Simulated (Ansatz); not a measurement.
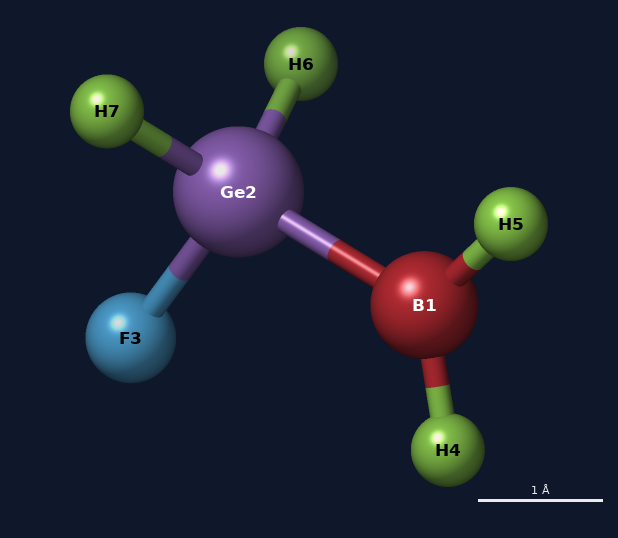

Numbered structure. The geometry was computed by an optimisation with PBE0-D4/def2-TZVP. No frequency run is at hand to confirm it as a minimum.

Which atoms are bonded, and how long are the bonds?

```
  bond  length (Å)
B1–Ge2       2.052
 B1–H4       1.192
 B1–H5       1.194
Ge2–F3       1.751
Ge2–H6       1.541
Ge2–H7       1.541
```
